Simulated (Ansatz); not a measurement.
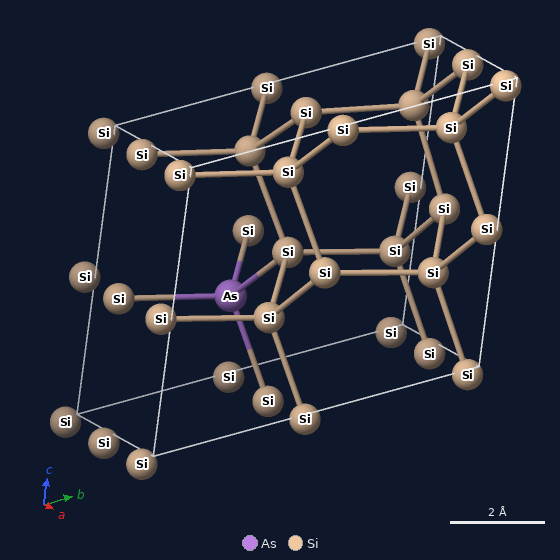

The figure gives a ball-and-stick picture of the atoms, viewed slightly off an axis. The supercell is drawn as a box. The host is Si, in a cell of 16 sites, and the cell carries a charge of +1.

Q: What kind of defect was put in?

A: Arsenic on a silicon site (a substitutional impurity). It is bonded to four Si in a tetrahedral arrangement at about 2.4 Å.

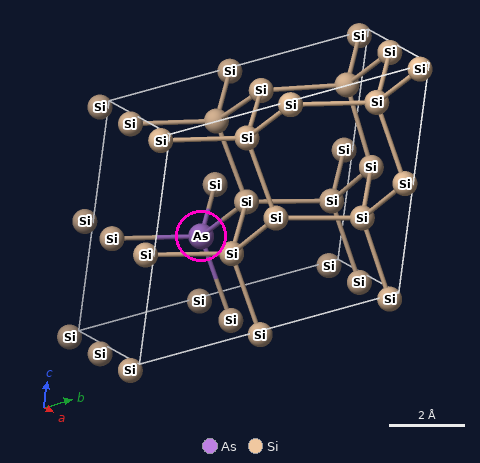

The same cell with a ring at the defect's site.

The atoms were relaxed in the host's cell with DFT PBE, scalar-relativistic, plane waves, PAW in Ansatz 0.2.0.
